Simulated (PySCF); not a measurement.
## Electronic structure of BiBr (triplet) in real space

```xyz
2

Bi    0.0000    0.0000   -0.7100
Br    0.0000    0.0000    1.8800
```

Core potentials replace the inner electrons of Bi.

The calculation used PySCF, PBE0/def2-TZVPP, non-relativistic Hamiltonian with scalar-relativistic core potentials where named, at a bond length of 2.590 Å.

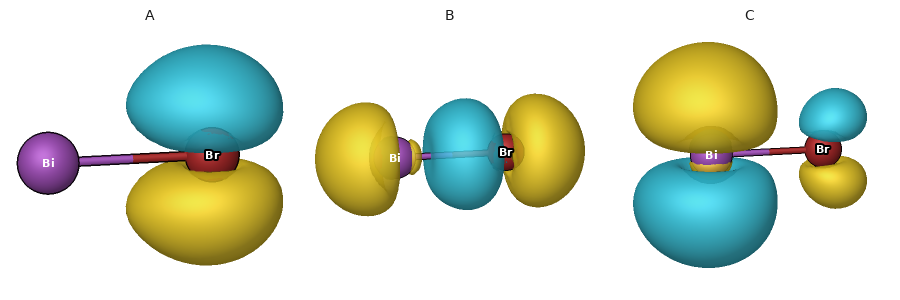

Figure 1. Three frontier β-spin orbitals, each drawn at the value that holds 80 % of its norm (yellow and cyan are the two phases), in no order; of a degenerate pair one member is drawn.

> Name the orbitals and rank them from lowest to highest energy.

Orbital B: σ, occupied in this spin, −9.15 eV; shared between the atoms (Bi 30 %, Br 70 %).
Orbital A: π, occupied in this spin, −8.32 eV; mainly on Br (90 %).
Orbital C: π, empty in this spin, −2.95 eV; mainly on Bi (90 %).

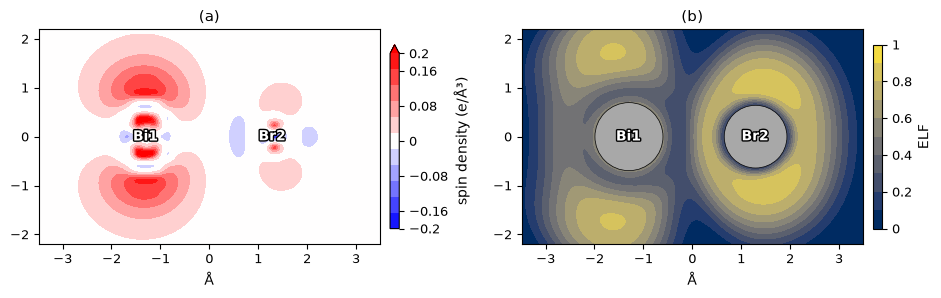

Figure 2. (a) spin density; (b) ELF on a plane that holds the molecular axis. Grey discs cover the atomic cores in the ELF map.

> Describe what can be read from this map.

Atoms in the plane: Bi and Br. Bi–Br (2.59 Å): the ELF peaks at about 0.75 in the valence shell of Br, 1.0 Å from its nucleus, and drops to about 0.25 between the two atoms. The ELF also peaks beside Br2, away from the bonds: non-bonding electrons, paired or unpaired. The unpaired spin (2 electrons) lies mostly on Bi1 (about 1.9) and Br2 (about 0.1), in electrons by Hirshfeld's partition.

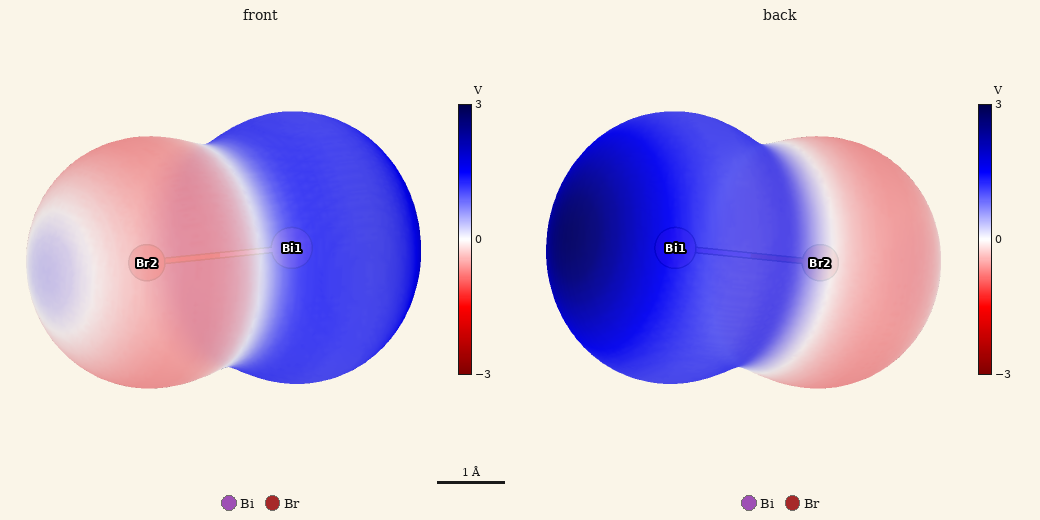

Figure 3. The molecular electrostatic potential painted on the density surface at 0.004 e/bohr³, seen from the front and from behind; the colour scale runs from red (negative) to blue (positive).

> Describe the electrostatic potential map.

The most negative region (about −0.6 V, or −14 kcal/mol for a unit charge) lies over Br2, the most positive (about +2.8 V, or +65 kcal/mol for a unit charge) over Bi1. Br2 shows a σ-hole: about +0.3 V at the tip opposite its bond, against about −0.6 V, or −14 kcal/mol for a unit charge on its flanks.
